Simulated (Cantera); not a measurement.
A closed system holds: 1 mol CH₃Cl, 0.072 mol H₂, equilibrated at 59.0 Pa.

These are equilibrium values from Cantera (NASA tables, ideal gas, pure condensed phases), not measurements of a reactor. Candidate condensed phases: C, C₆H₆, C₇H₈, C₈H₁₈; 91 gas species. Equilibrium is a limit: real reactors are often held back by kinetics, nucleation or transport.

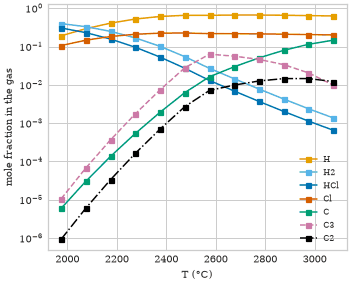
Figure: Equilibrium gas composition (values under 1e-9 drawn at 1e-9)

From 1975 °C to 2475 °C the condensed part is C(graphite). From 2575 °C to 3075 °C nothing is condensed. The main C-bearing gas is C₂H₂ (acetylene) at 1975 °C and C at 3075 °C.
